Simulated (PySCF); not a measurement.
**C2H4F2Si (SMILES FC(F)=C[SiH3]): levels of theory compared**

Aim: a comparison of 6 runs (HF/STO-3G, HF/def2-SVP, PBE0/def2-SVP, wB97X/6-31G**, r2SCAN/6-311+G**, B3LYP/cc-pVTZ) of C2H4F2Si. Input form: a Python script.

Program for the calculation: PySCF 2.14.0.

1 further run of the same task is left out (set aside as unsound or not needed).

**1. The system as given**

C2H4F2Si has 9 atoms, charge 0, and is taken as a singlet. As SMILES, `FC(F)=C[SiH3]`. Geometry: relaxed at GFN2-xTB.

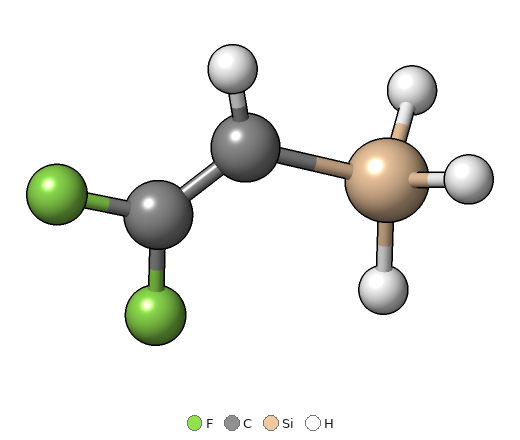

The structure, seen from a chosen angle (fluorine green, carbon grey, silicon light orange, hydrogen white).

**2. Energy and forces at HF/STO-3G (run 1)**

The input, input.xyz:

```xyz
9

F      2.738230     0.193230     0.205380
C      1.473310    -0.212490     0.079970
F      1.469660    -1.536390    -0.047280
C      0.414840     0.563250     0.082810
Si    -1.353520    -0.060240    -0.098070
H      0.603700     1.618460     0.197220
H     -1.353190    -1.513090    -0.225470
H     -1.911780     0.578080    -1.291650
H     -2.081250     0.369200     1.097090
```

The input, input.py:

```python
from pyscf import gto, scf

mol = gto.M(
    atom='input.xyz',
    max_memory=1860,
    basis='sto-3g',
    spin=0,
    verbose=4,
    charge=0,
)

mf = scf.RHF(mol)
mf.conv_tol = 1e-10
mf.kernel()
if not mf.converged:
    mf = mf.newton().run(mf.mo_coeff, mf.mo_occ)

e_tot = mf.e_tot
print('E(%s) = %.9f' % ('HF', e_tot))
grad = mf.nuc_grad_method().kernel()
mf.analyze()
```

The run is started by

```sh
$ OMP_NUM_THREADS=1 python input.py
```

Output:

```text
PySCF version 2.14.0

[... 80 lines left out ...]
Two-electron Energy =                  436.134573727185739
[... 8 lines left out ...]
MO #5   energy= -10.973572880613   occ= 2
[... 6 lines left out ...]
MO #12  energy= -0.979635628432415 occ= 2
[... 6 lines left out ...]
MO #19  energy= -0.476905005364479 occ= 2
[... 6 lines left out ...]
MO #26  energy= 0.484170505016862  occ= 0
[... 6 lines left out ...]
MO #33  energy= 1.03267777892294   occ= 0
[... 45 lines left out ...]
Dipole moment(X, Y, Z, Debye): -1.10328,  0.35148, -0.04111
```

It took 3.9 s on 1 thread of Intel Xeon at 2.50GHz (Skylake/Cascade Lake), shared host; peak memory 0.12 GiB.

**3. Energy and forces at HF/def2-SVP (run 2)**

The input, mol.xyz:

```xyz
9
C2H4F2Si
F      2.738230     0.193230     0.205380
C      1.473310    -0.212490     0.079970
F      1.469660    -1.536390    -0.047280
C      0.414840     0.563250     0.082810
Si    -1.353520    -0.060240    -0.098070
H      0.603700     1.618460     0.197220
H     -1.353190    -1.513090    -0.225470
H     -1.911780     0.578080    -1.291650
H     -2.081250     0.369200     1.097090
```

The input, run.py:

```python
import pyscf.grad
from pyscf import gto, scf

mol = gto.Mole()
mol.atom = 'mol.xyz'
mol.verbose = 4
mol.charge = 0
mol.spin = 0
mol.max_memory = 1860
mol.basis = 'def2-svp'
mol.build()

mf = scf.RHF(mol)
mf.conv_tol = 1e-10
mf.kernel()
if not mf.converged:
    mf = mf.newton().run(mf.mo_coeff, mf.mo_occ)

e_final = mf.e_tot
print('E = %.10f Eh' % e_final)
grad = mf.Gradients().kernel()
mf.analyze()
```

The run is started by

```sh
$ OMP_NUM_THREADS=1 python run.py
```

Output:

```text
PySCF version 2.14.0

[... 92 lines left out ...]
MO #4   energy= -11.4393608295788  occ= 2
[... 17 lines left out ...]
MO #22  energy= -0.504696078088033 occ= 2
[... 17 lines left out ...]
MO #40  energy= 0.659590787953293  occ= 0
[... 17 lines left out ...]
MO #58  energy= 1.51519636601093   occ= 0
[... 17 lines left out ...]
MO #76  energy= 2.30567923300012   occ= 0
[... 17 lines left out ...]
MO #94  energy= 4.35561452849958   occ= 0
[... 106 lines left out ...]
Dipole moment(X, Y, Z, Debye): -1.21393,  0.81847, -0.00320
```

Run time: 14 s. Hardware: 1 thread of Intel Xeon at 2.50GHz (Skylake/Cascade Lake), shared host; peak memory 0.19 GiB.

Runs 3 to 5 aren't shown in full; the table further down has their settings and results.

**4. Energy and forces at B3LYP/cc-pVTZ (run 6)**

The input, job.py:

```python
from pyscf import gto, dft

mol = gto.M(
    atom=[
    ('F', (2.738230, 0.193230, 0.205380)),
    ('C', (1.473310, -0.212490, 0.079970)),
    ('F', (1.469660, -1.536390, -0.047280)),
    ('C', (0.414840, 0.563250, 0.082810)),
    ('Si', (-1.353520, -0.060240, -0.098070)),
    ('H', (0.603700, 1.618460, 0.197220)),
    ('H', (-1.353190, -1.513090, -0.225470)),
    ('H', (-1.911780, 0.578080, -1.291650)),
    ('H', (-2.081250, 0.369200, 1.097090)),
],
    spin=0,
    verbose=4,
    basis='cc-pvtz',
    max_memory=1860,
    charge=0,
)

ks = dft.RKS(mol)
ks.xc = 'b3lyp'
ks.grids.level = 5
ks.conv_tol = 1e-10
ks.kernel()
if not ks.converged:
    ks = ks.newton().run(ks.mo_coeff, ks.mo_occ)

e_final = ks.e_tot
print('E(%s) = %.9f' % ('B3LYP', e_final))
grad = ks.nuc_grad_method().kernel()
ks.analyze()
```

The run is started by

```sh
$ OMP_NUM_THREADS=1 python job.py
```

Output:

```text
PySCF version 2.14.0

[... 126 lines left out ...]
MO #25  energy= -0.00620330282198722 occ= 0
[... 36 lines left out ...]
MO #62  energy= 0.82411664146749   occ= 0
[... 36 lines left out ...]
MO #99  energy= 1.99197796659564   occ= 0
[... 36 lines left out ...]
MO #136 energy= 3.3557145545962    occ= 0
[... 36 lines left out ...]
MO #173 energy= 4.73511001653537   occ= 0
[... 36 lines left out ...]
MO #210 energy= 13.245524895267    occ= 0
[... 222 lines left out ...]
Dipole moment(X, Y, Z, Debye): -0.85947,  0.69462,  0.00901
```

Wall time 7.7 min (1 thread of Intel Xeon at 2.50GHz (Skylake/Cascade Lake), shared host); peak memory 1.7 GiB.

**5. All runs side by side**

```csv
run,level,integration grid,energy (Eh),dipole moment (D),HOMO energy (eV),LUMO energy (eV),wall time
1,HF/STO-3G,–,-558.789524,1.16,-7.79,8.70,3.9 s
2,HF/def2-SVP,–,-565.531350,1.46,-10.77,4.02,14 s
3,PBE0/def2-SVP,5,-567.053204,1.06,-7.78,0.15,56 s
4,wB97X/6-31G** (spherical functions),5,-567.669626,0.96,-9.87,2.70,99 s
5,r2SCAN/6-311+G**,5,-567.697805,1.30,-6.90,-0.86,3.1 min
6,B3LYP/cc-pVTZ,5,-567.906150,1.11,-7.57,-0.17,7.7 min
```

**6. Results**

| quantity | value |
| --- | --- |
| run 6: total energy | -567.90615 Eh |
| run 6: dipole moment | 1.11 D |
| run 6: HOMO energy | -7.57 eV |
| run 6: LUMO energy | -0.17 eV |
| run 6: HOMO–LUMO gap | 7.40 eV |
| run 6: largest force on an atom | 0.941 eV/Å |

In words: The dipole moment (its size) runs from 0.96 D (wB97X/6-31G**) to 1.46 D (HF/def2-SVP). The two ends differ in method and basis. The HOMO–LUMO gap runs from 6.04 eV (r2SCAN/6-311+G**) to 16.49 eV (HF/STO-3G). Totals of different functionals can't be ranked against each other. In run 1 the basis is minimal, so the values are rough. All runs together took 14 min, the longest 7.7 min.
